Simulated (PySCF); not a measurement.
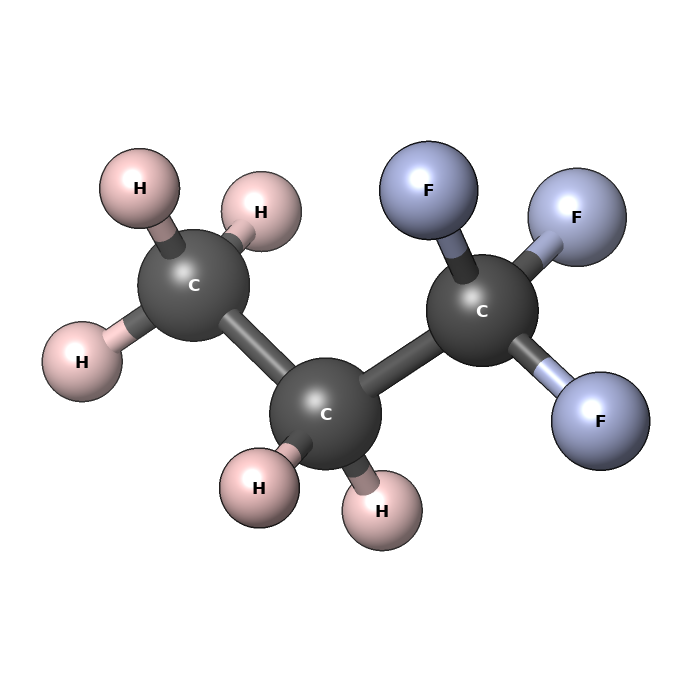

A ball-and-stick model of a molecule.

The geometry was computed by an optimisation with GFN2-xTB. No frequency run is at hand to confirm it as a minimum.

What does the picture show?

Formula C3H5F3. Its SMILES string is `CCC(F)(F)F`. It has no ring. Among its groups: C–F bond. This geometry has Cs symmetry. Coordination: 3 C tetrahedral.

More results for the same structure follow; atom numbers are the same in all pictures, views and colours differ.

### Polarisability

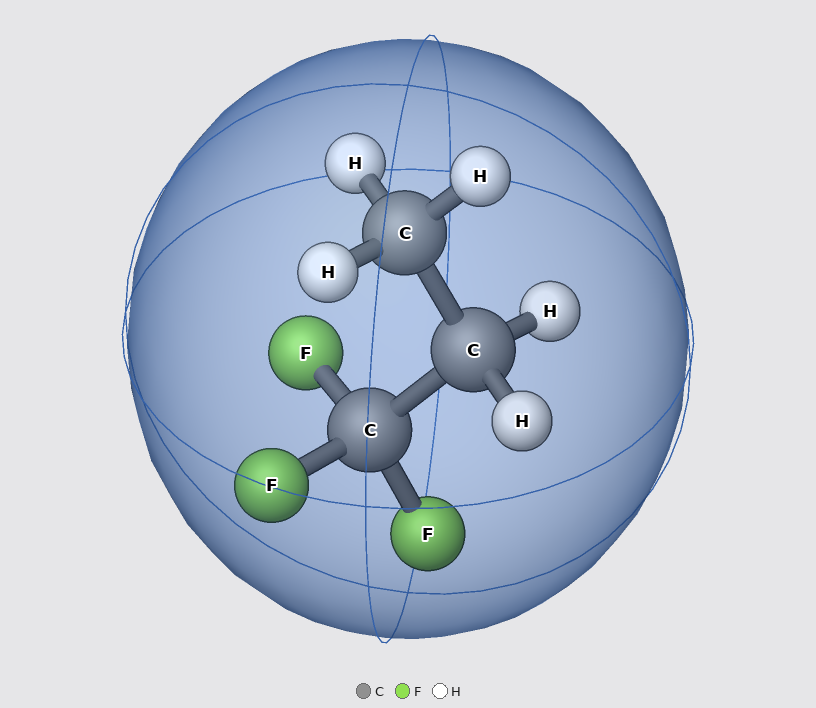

The ellipsoid shows the static dipole polarisability: its half-axes are proportional to the principal values. No frequency run is at hand to confirm it as a minimum. Method: PBE0/def2-SVPD (PySCF 2.14.0).

**Give the principal values, the mean and the anisotropy.**

Principal values 38.2, 39.4, 44.2 bohr³; mean 40.6 bohr³ (6.01 Å³); anisotropy 5.5 bohr³, so the longest axis is 1.16 times the shortest.

### Excitation

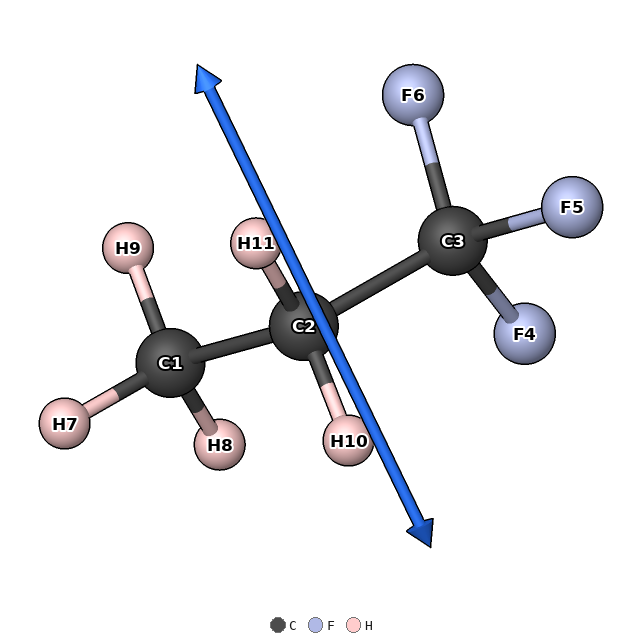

The double arrow shows the direction of the transition dipole to excited singlet state 5 (its length means nothing). No frequency run is at hand to confirm it as a minimum. Properties computed with TDDFT PBE0/def2-SVPD, vertical, gas phase, core orbitals frozen in the response (PySCF 2.14.0).

**Where does the transition lie, and how strong is it?**

10.74 eV (115 nm), oscillator strength 0.084, mainly HOMO−1 → LUMO+1 (weight 0.93); transition dipole 1.43 D.

### NMR shielding

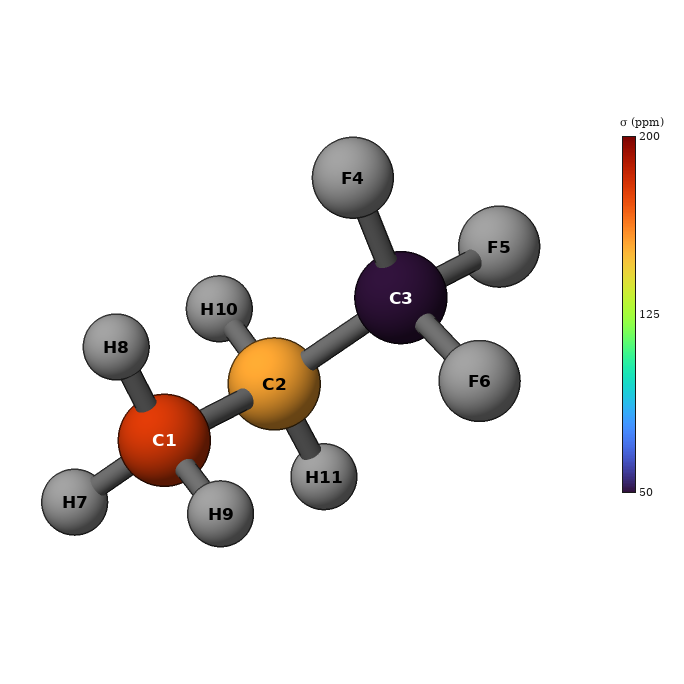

Atoms are coloured by their isotropic NMR shieldings (C only, the others grey). No frequency run is at hand to confirm it as a minimum. Properties computed with GIAO PBE0/pcSseg-1 NMR shielding, non-relativistic, gas phase (PySCF 2.14.0).

Give the isotropic NMR shieldings of the C atoms atom by atom.

```json
{"atom": "C1", "σ (ppm)": "178.0"}
{"atom": "C2", "σ (ppm)": "154.4"}
{"atom": "C3", "σ (ppm)": "50.5"}
```
